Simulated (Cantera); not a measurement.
A closed system holds: 1 mol SiC, 0.054 mol N2O, 830 mol N2, 0.24 mol CO2, at 8.50 Pa.

These are equilibrium values from Cantera (NASA tables, ideal gas, pure condensed phases), not measurements of a reactor. Candidate condensed phases: C, Si, SiC, SiO2, Si2N2O, Si3N4; 34 gas species. Mutual solubility and eutectic melting of coexisting phases are not modelled. Rates play no part.

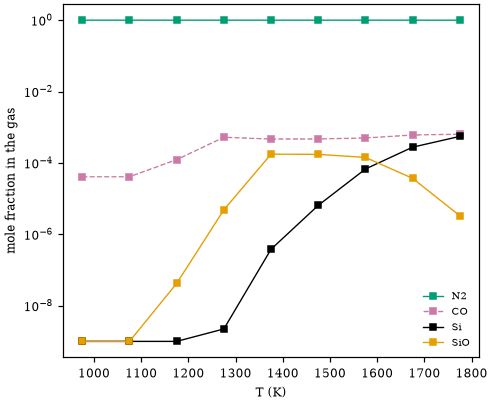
Figure. Equilibrium gas composition (values under 1e-9 drawn at 1e-9)

From 975 K to 1075 K the condensed part is C(graphite) + Si2N2O(s). At 1175 K the condensed part is C(graphite) + SiC(s) + Si2N2O(s). From 1275 K to 1375 K the condensed part is SiC(s) + Si2N2O(s). From 1475 K to 1675 K the condensed part is SiC(s). At 1775 K the condensed part is C(graphite) + SiC(s).
